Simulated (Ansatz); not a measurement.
**CH3ClInN: density, localisation and related maps**

Input file:

```
crystal:
  periodic: [false, false, false]
  atoms:
    - {symbol: Cl, position_ang: [-0.543697, -3.009304, -0.469514]}
    - {symbol: In, position_ang: [-1.628987, -1.512845, 1.182398]}
    - {symbol: C, position_ang: [0.447045, 1.272598, -0.020961]}
    - {symbol: N, position_ang: [0.054936, 0.076245, -0.022133]}
    - {symbol: H, position_ang: [1.217600, 1.657994, -0.693494]}
    - {symbol: H, position_ang: [0.003901, 1.977150, 0.683554]}
    - {symbol: H, position_ang: [0.510403, -0.529737, -0.705650]}
basis:
  gaussian: {orbitals: def2-TZVPP}
hamiltonian: {xc: pbe0, dispersion: d4}
output: {orbitals: {seedname: orbitals}}
```

Run with:

```sh
ansatz run in.yaml --threads 2 --pin off --events-out ev --progress --plain --max-ram 4352MiB
```

Geometry: PBE0-D4/def2-TZVP; core potentials replace the inner electrons of In.

Theory: RKS PBE0-D4/def2-TZVPP (Ansatz).

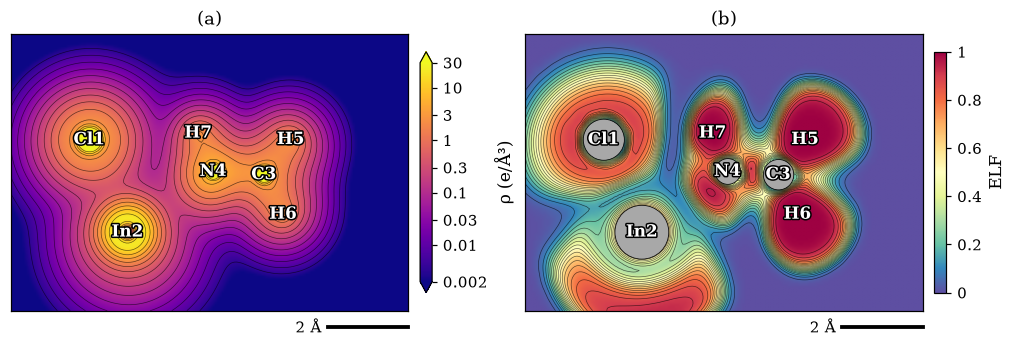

Figure 1. (a) electron density; (b) ELF on the molecular plane. Grey discs cover the atomic cores in the ELF map.

What do the fields say about this system?

The section cuts through Cl, In, C, N and H sites. C–N (1.26 Å): ρ is about 3 e/Å³ halfway; the ELF peaks at about 0.90 between the atoms: a short, multiple covalent bond. In–Cl (2.48 Å): the density is about 0.44 e/Å³ at the midpoint; the ELF peaks at about 0.85 in the valence shell of Cl, 0.8 Å from its nucleus, and drops to about 0.15 between the two atoms. N–H (1.02 Å): the density is about 3 e/Å³ at the midpoint; the ELF climbs to about 1 towards the hydrogen, as it does in any bond to H; an ordinary covalent bond to hydrogen. C–H (1.09 Å): ρ at the midpoint is about 2.1 e/Å³; the ELF climbs to about 1 towards the hydrogen; a covalent bond by its length. The ELF also peaks beside Cl1, away from the bonds: lone-pair regions.

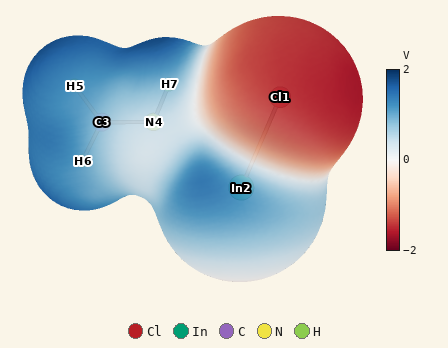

Figure 2. The electrostatic potential painted on the density surface at 0.002 e/bohr³, seen at a tilt; the colour scale runs from red (negative) to blue (positive).

Which sites attract a positive test charge, and which a negative one?

A positive charge is drawn to the negative regions and a negative charge to the positive ones. The most negative region (about −1.6 V, or −37 kcal/mol for a unit charge) lies over Cl1, the most positive (about +1.7 V, or +39 kcal/mol for a unit charge) over H5 and H7.

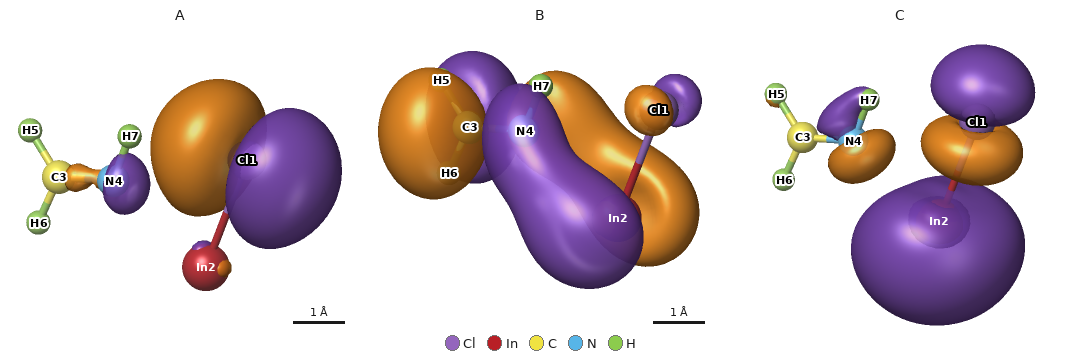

Figure 3. Three frontier orbitals at ±0.08 Å⁻³ᐟ² (orange and purple are the two phases), in no order.

Which picture is the HOMO−1, the HOMO and the LUMO?

A is the HOMO−1 (−7.63 eV). By Hirshfeld shares it lies mainly on Cl1 (about 90 %); it is symmetric in the molecular plane (an in-plane orbital: σ, lone-pair or in-plane π type); largely a lone pair of Cl1. C is the HOMO (−6.41 eV). Its weight (Hirshfeld) is mainly on In2 (about 65 %) and Cl1 (about 30 %); it is symmetric in the molecular plane (an in-plane orbital: σ, lone-pair or in-plane π type). B is the LUMO (−1.75 eV). It lies mainly on C3 (about 35 %), In2 (about 30 %) and N4 (about 25 %); it changes sign across the molecular plane (π type); π-antibonding (a node) across C3–N4.

What is the HOMO–LUMO gap?

4.66 eV between the orbital energies.

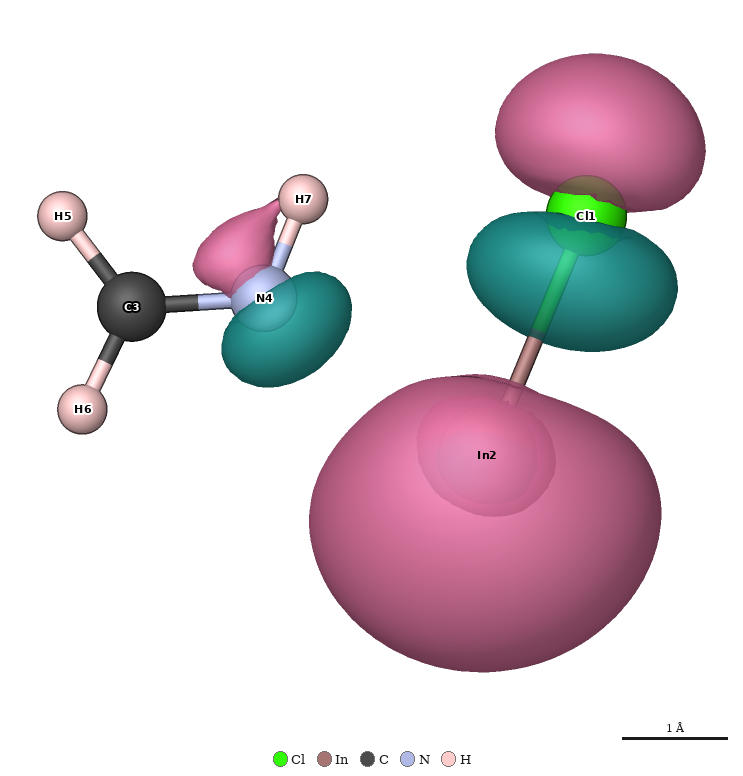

Figure 4. One frontier orbital at ±0.1 Å⁻³ᐟ² (teal and pink are the two phases), seen across its widest extent.

Which orbital is it: HOMO or LUMO?

The HOMO, at −6.41 eV. It lies mainly on In2 (about 65 %) and Cl1 (about 30 %); it is symmetric in the molecular plane (an in-plane orbital: σ, lone-pair or in-plane π type).
